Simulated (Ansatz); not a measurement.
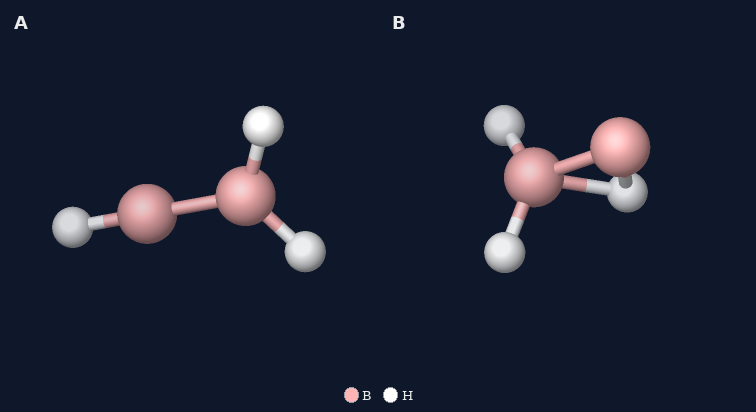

2 stationary structures of one formula. Charge 0, doublet. Geometries: PBE0-D4/def2-TZVP. Electronic energies: UHF-CCSD(T) (frozen core)/def2-TZVPP (Ansatz 0.2.0), without zero-point energy. No frequency run is at hand to confirm each as a minimum.

Rank them by energy, lowest first.

Answer. A is lowest (C2v); B lies 27.6 kcal/mol above it (Cs).
